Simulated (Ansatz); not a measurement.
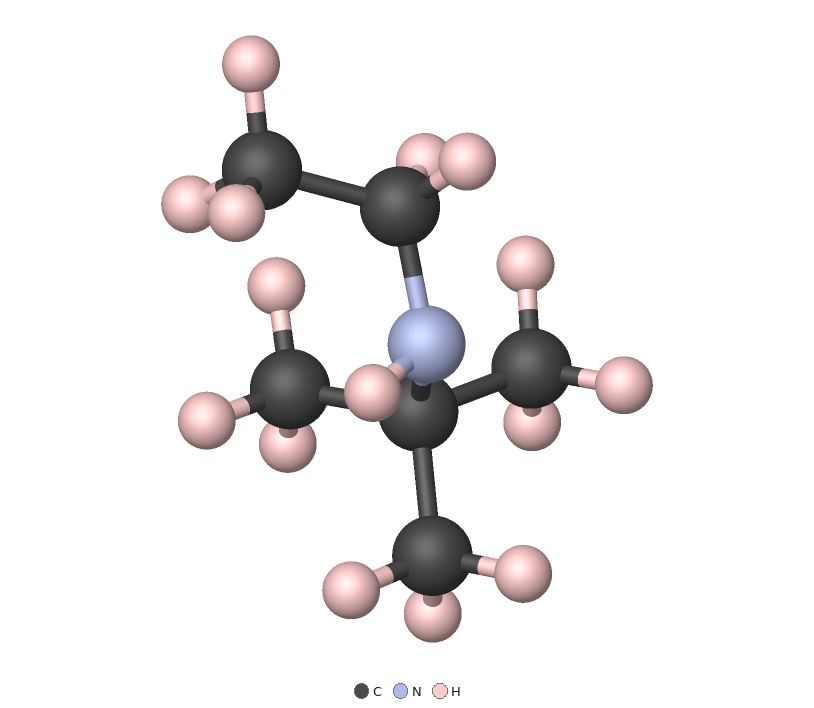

Simulated data, not a measurement (program: Ansatz).

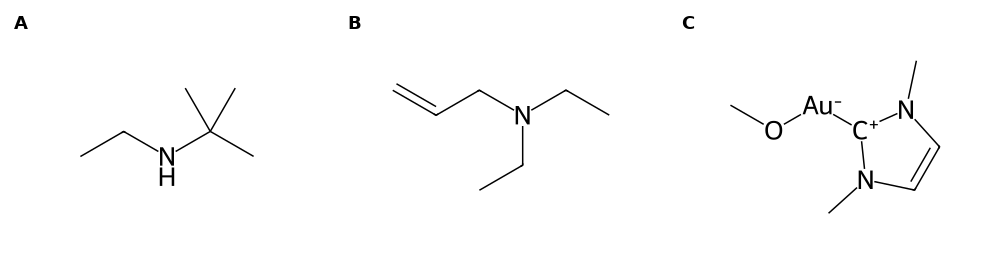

Question: Which structural formula matches the 3D model?

Answer: A, `CCNC(C)(C)C`.
